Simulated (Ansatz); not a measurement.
Partial pair distribution functions of a relaxed model of amorphous Ti$_{20}$O$_{43}$Lu$_{2}$, broadened by 0.06 Å; density 4.11 g/cm³. Level of theory: PBE, scalar-relativistic without spin-orbit coupling (plane waves to 420 eV, PAW; Ansatz, a quantum-chemistry and plane-wave program).

A CHGNet melt-quench gave the starting glass, which DFT then relaxed. O atoms were pushed apart under 1.9 Å during the dynamics, to hinder bonds among them. The hot cell started wider than the set density and was brought back towards it in steps. It is the lowest in DFT energy of 2 quenches. It is a model cell: composition and starting density were chosen by hand, and all elements were melted together. No dispersion term was used. Its density started from a set value of 4.11 and ended at 4.11 g/cm³. The quench (nominally 300 K/ps over its main leg) was far faster than any real one, so the model tends to hold more defects than a real film. One small periodic cell is one sample of the glass; other quenches scatter about these values. The volume was held where the preparation left it and the shape relaxed, at a PBE pressure of 1.4 GPa. Stress components on the final sampling reach 1.4 GPa. On a 2×2×2 Γ-centred mesh force components of up to 0.16 eV/Å stay, since the relaxation ran on the zone centre alone.

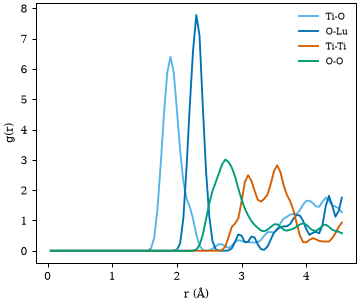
Fig. 1. Partial pair distribution functions

Highest peaks under 4.5 Å: Ti-O near 1.90 Å, O-Lu near 2.30 Å, Ti-Ti near 3.55 Å, O-O near 2.75 Å; pairs of few atoms are noisy.

Within 2.42 Å each Ti has 5.40 O neighbours on average.
